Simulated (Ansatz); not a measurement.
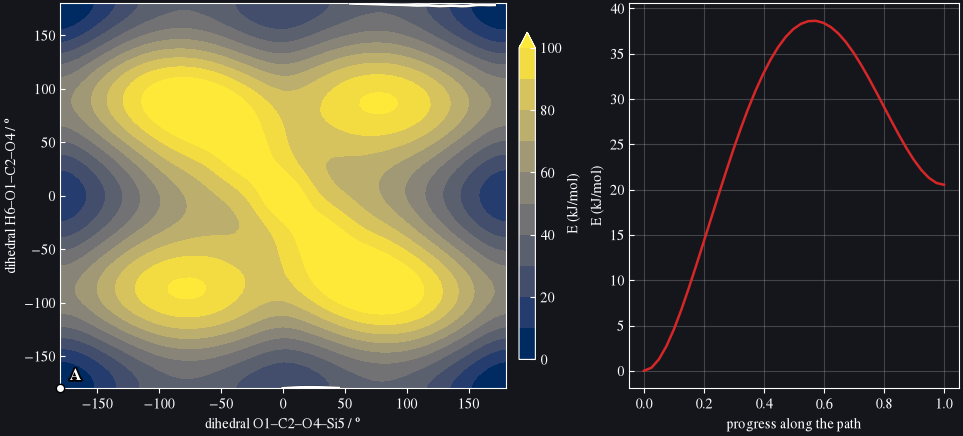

CH4O2SeSi, SMILES OC(=[Se])O[SiH3]. 
- First axis: dihedral O1–C2–O4–Si5. Second axis: dihedral H6–O1–C2–O4.
- Nothing is relaxed (all other coordinates rigid).
- The grid has 12 × 12 points.
- Energies are in kJ/mol, from the lowest grid point.
- These are results of RKS PBE0-D4/def2-SVP (Ansatz 0.2.0), not measurements.

The picture shows filled contours, a line along the lowest path, one colour for all values above the top of the scale, the energy along the path at the right, the start A. Between grid points the surface is interpolated.

Describe the path and its barrier.

Answer. The easiest path leads from the well at dihedral O1–C2–O4–Si5 = −180°, dihedral H6–O1–C2–O4 = −180° to the well at dihedral O1–C2–O4–Si5 = 0°, dihedral H6–O1–C2–O4 = −180°, about 21 kJ/mol higher. Its highest point lies about 39 kJ/mol above the bottom of the first well on the interpolated surface, at about dihedral O1–C2–O4–Si5 = 75°, dihedral H6–O1–C2–O4 = 180°. Seen from the upper well the barrier is about 18 kJ/mol. The start is the relaxed structure and all else is held, so a fully relaxed path at this level can only be lower.
